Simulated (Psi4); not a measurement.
# UCAM-B3LYP/def2-TZVPPD run of SiH (SMILES [SiH])

Aim: the vertical doublet–quartet gap of SiH at UCAM-B3LYP/def2-TZVPPD, from 2 runs. 

The calculation is run with Psi4 1.11.

7 further runs of the same task are left out: 7 that didn't finish.

### 1 Starting point

The species is SiH (2 atoms), meant as a doublet with charge 0. As SMILES, `[SiH]`. Geometry: relaxed at PBE0-D4/def2-TZVP.

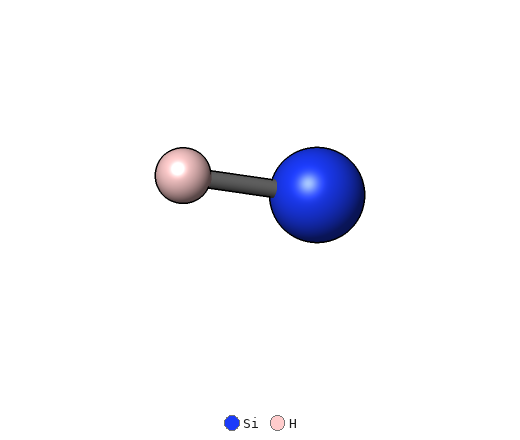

The structure, seen from a chosen angle (silicon blue, hydrogen pink).

### 2 The energy at UCAM-B3LYP/def2-TZVPPD

The input, hsi.xyz:

```xyz
2
HSi
Si     0.000000     0.000000    -0.007580
H      0.000000     0.000000     1.524140
```

The input, run.py:

```python
import psi4

psi4.set_memory('1600 MB')
psi4.set_num_threads(1)
psi4.core.set_output_file('hsi.out', False)

with open('hsi.xyz') as f:
    atoms = ''.join(f.readlines()[2:])
m = psi4.geometry('0 2\n' + atoms + 'symmetry c1')

psi4.set_options({
    'reference': 'uks',
    'puream': True,
    'e_convergence': 1e-09,
    'd_convergence': 1e-08,
    'scf_type': 'pk',
    'dft_radial_points': 99,
    'dft_spherical_points': 590,
    'maxiter': 100,
})

energy_value, wavefunction = psi4.energy('cam-b3lyp/def2-TZVPPD', molecule=m, return_wfn=True)
psi4.oeprop(wavefunction, 'QUADRUPOLE', 'MULLIKEN_CHARGES', 'LOWDIN_CHARGES')
print('E =', round(energy_value, 9))
for k, v in sorted(psi4.core.scalar_variables().items()):
    print(f'{k:45s} {v:18.10f}')
```

Command:

```bash
$ python run.py
```

hsi.out, shortened:

```text
[...]
  Running in c1 symmetry.
[...]
  Nuclear repulsion =    4.836707067466639
[...]
  Multiplicity = 2
[...]
  Nalpha       = 8
  Nbeta        = 7
[...]
    Number of basis functions: 65
[...]
   @UKS iter   1:  -289.98100393765890   -4.72404e-01   3.80748e-03 DIIS/ADIIS
[...]
   @UKS iter  11:  -289.99488443431221   -1.19371e-12   2.59748e-09 DIIS
[...]
   @S^2 Observed:                7.561065688E-01
[...]
    Orbital Energies [Eh]
    ---------------------
    Alpha Occupied:
       1A    -66.218614     2A     -5.376128     3A     -3.738859
       4A     -3.735489     5A     -3.728987     6A     -0.560991
       7A     -0.337916     8A     -0.244650
    Alpha Virtual:
       9A     -0.075461    10A      0.042061    11A      0.076839
      12A      0.111753    13A      0.112377    14A      0.113919
      15A      0.115071    16A      0.131053    17A      0.205334
      18A      0.226978    19A      0.233557    20A      0.275812
      21A      0.277574    22A      0.352031    23A      0.355502
      24A      0.358746    25A      0.383907    26A      0.385641
[...]
  @UKS Final Energy:  -289.99488443431221
   => Energetics <=
    Nuclear Repulsion Energy =              4.8367070674666390
    One-Electron Energy =                -410.9628600056407777
    Two-Electron Energy =                 132.2188076058207002
    DFT Exchange-Correlation Energy =     -16.0875391019587610
    Empirical Dispersion Energy =           0.0000000000000000
    VV10 Nonlocal Energy =                  0.0000000000000000
    Total Energy =                       -289.9948844343122119
[...]
 Multipole Moments:
 ------------------------------------------------------------------------------------
     Multipole            Electronic (a.u.)      Nuclear  (a.u.)        Total (a.u.)
 ------------------------------------------------------------------------------------
 L = 1.  Multiply by 2.5417464519 to convert [e a0] to [Debye]
 Dipole X            :         -0.0000000            0.0000000           -0.0000000
 Dipole Y            :         -0.0000000            0.0000000           -0.0000000
 Dipole Z            :         -1.3516595            1.3848507            0.0331913
 Magnitude           :                                                    0.0331913
 L = 2.  Multiply by 1.3450342976 to convert [e a0^2] to [Debye ang]
 Quadrupole XX       :         -8.7725411            0.0000000           -8.7725411
 Quadrupole XY       :         -0.0916115            0.0000000           -0.0916115
[...]
  Mulliken Charges: (a.u.)
   Center  Symbol    Alpha    Beta     Spin     Total
       1    SI     7.46973  6.46244  1.00729  0.06783
       2     H     0.53027  0.53756 -0.00729 -0.06783
   Total alpha =  8.00000, Total beta =  7.00000, Total charge = -0.00000
  Lowdin Charges: (a.u.)
   Center  Symbol    Alpha    Beta     Spin     Total
       1    SI     7.24857  6.35109  0.89748  0.40034
       2     H     0.75143  0.64891  0.10252 -0.40034
  Total alpha =  8.00000, Total beta =  7.00000, Total charge = -0.00000
```

Standard output:

```text
E = -289.994884434
CURRENT ENERGY                                   -289.9948844343
CURRENT REFERENCE ENERGY                         -289.9948844343
DD SOLVATION ENERGY                                 0.0000000000
DFT FUNCTIONAL TOTAL ENERGY                      -289.9948844343
DFT TOTAL ENERGY                                 -289.9948844343
DFT VV10 ENERGY                                     0.0000000000
DFT XC ENERGY                                     -16.0875391020
GRID ELECTRONS ALPHA                                7.9999999983
GRID ELECTRONS BETA                                 6.9999999979
GRID ELECTRONS TOTAL                               14.9999999962
NUCLEAR REPULSION ENERGY                            4.8367070675
ONE-ELECTRON ENERGY                              -410.9628600056
PCM POLARIZATION ENERGY                             0.0000000000
PE ENERGY                                           0.0000000000
SCF ITERATION ENERGY                             -289.9948844343
SCF ITERATIONS                                     11.0000000000
SCF TOTAL ENERGY                                 -289.9948844343
TWO-ELECTRON ENERGY                               132.2188076058
XC GRID RADIAL POINTS                              99.0000000000
XC GRID SPHERICAL POINTS                          590.0000000000
XC GRID TOTAL POINTS                           113073.0000000000
```

It took 10 s on 1 thread of Intel Xeon Platinum 8488C (Sapphire Rapids), shared host; peak memory 0.47 GiB.

### 3 The quartet: energy and gradient at UCAM-B3LYP/def2-TZVPPD

The input, calc.inp:

```
memory 1600 MB

molecule m {
  0 4
  Si
  H 1 R2

  R2 = 1.53172
  symmetry c1
  no_reorient
  no_com
}

set {
  basis                def2-TZVPPD
  reference            uks
  puream               true
  e_convergence        1e-09
  d_convergence        1e-08
  scf_type             pk
  dft_radial_points    99
  dft_spherical_points 590
  maxiter              100
}

e_tot, wfn = gradient('cam-b3lyp', return_wfn=True)
```

Command:

```bash
$ psi4 -n 1 calc.inp calc.out
```

calc.out, shortened:

```text
[...]
  Running in c1 symmetry.
[...]
  Nuclear repulsion =    4.836707067466638
[...]
  Multiplicity = 4
[...]
  Nalpha       = 9
  Nbeta        = 6
[...]
    Number of basis functions: 65
[...]
   @UKS iter   1:  -289.91058199913368   -4.01982e-01   3.91097e-03 ADIIS/DIIS
[...]
   @UKS iter  11:  -289.92571443446576   -1.53477e-12   2.23464e-09 DIIS
[...]
   @S^2 Observed:                3.752160775E+00
[...]
  @UKS Final Energy:  -289.92571443446576
   => Energetics <=
    Nuclear Repulsion Energy =              4.8367070674666381
    One-Electron Energy =                -410.8094829088902884
    Two-Electron Energy =                 132.1283909316990730
    DFT Exchange-Correlation Energy =     -16.0813295247412071
    Empirical Dispersion Energy =           0.0000000000000000
    VV10 Nonlocal Energy =                  0.0000000000000000
    Total Energy =                       -289.9257144344657604
[...]
 Multipole Moments:
 ------------------------------------------------------------------------------------
     Multipole            Electronic (a.u.)      Nuclear  (a.u.)        Total (a.u.)
 ------------------------------------------------------------------------------------
 L = 1.  Multiply by 2.5417464519 to convert [e a0] to [Debye]
 Dipole X            :          0.0000000            0.0000000            0.0000000
 Dipole Y            :         -0.0000000            0.0000000           -0.0000000
 Dipole Z            :         -1.3747593            1.3848507            0.0100914
 Magnitude           :                                                    0.0100914
[...]
  -Total Gradient:
     Atom            X                  Y                   Z
    ------   -----------------  -----------------  -----------------
       1        0.000000000001    -0.000000000003    -0.007977606572
       2       -0.000000000001     0.000000000003     0.007977620064
[...]
```

Run time: 13 s. Hardware: 1 thread of Intel Xeon Platinum 8488C (Sapphire Rapids), shared host; peak memory 0.46 GiB.

### 4 What came out

Level: UCAM-B3LYP/def2-TZVPPD.

| quantity | value |
| --- | --- |
| doublet: total energy | -289.99488 Eh |
| doublet: dipole moment | 0.08 D |
| doublet: HOMO energy (highest over α and β) | -6.66 eV |
| doublet: LUMO energy (lowest over α and β) | -2.05 eV |
| doublet: ⟨S²⟩ | 0.756 |
| quartet: total energy | -289.92571 Eh |
| quartet: dipole moment | 0.03 D |
| quartet: HOMO energy (highest over α and β) | -6.97 eV |
| quartet: LUMO energy (lowest over α and β) | -3.97 eV |
| quartet: ⟨S²⟩ | 3.752 |
| quartet: largest force on an atom | 0.410 eV/Å |
| vertical energy of the quartet above the doublet | 1.882 eV |

In words: At this shape the quartet lies 1.88 eV (182 kJ/mol) above the doublet.
